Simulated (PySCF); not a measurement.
PbH₂, singlet, geometry in Å:

```xyz
3

Pb    -0.0130     0.0000     0.0000
H      1.4166    -1.2170     0.0000
H      1.4166     1.2170     0.0000
```

Unscaled harmonic wavenumbers and double-harmonic intensities, PBE0/x2c-TZVP (sfX2C-1e) with PySCF 2.14.0, isolated molecule. The structure is the lowest point that the starts tried gave, with the shape that electron-pair counting expects.

Question: Predict the infrared spectrum.

Answer: The most intense lines (point group C2v) lie at 1507.8 cm⁻¹ (486.4 km/mol, b2), 1532.2 cm⁻¹ (462.7 km/mol, a1) and 764.8 cm⁻¹ (46.6 km/mol, a1). It has no imaginary mode, so it is a minimum.

| cm⁻¹ | km/mol | symmetry |
| --- | --- | --- |
| 764.8 | 46.6 | a1 |
| 1507.8 | 486.4 | b2 |
| 1532.2 | 462.7 | a1 |

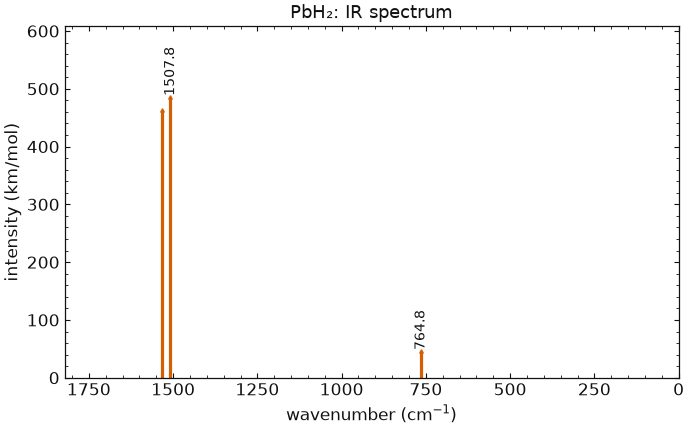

Note: spin-orbit coupling is left out, and with Pb it can shift these values.
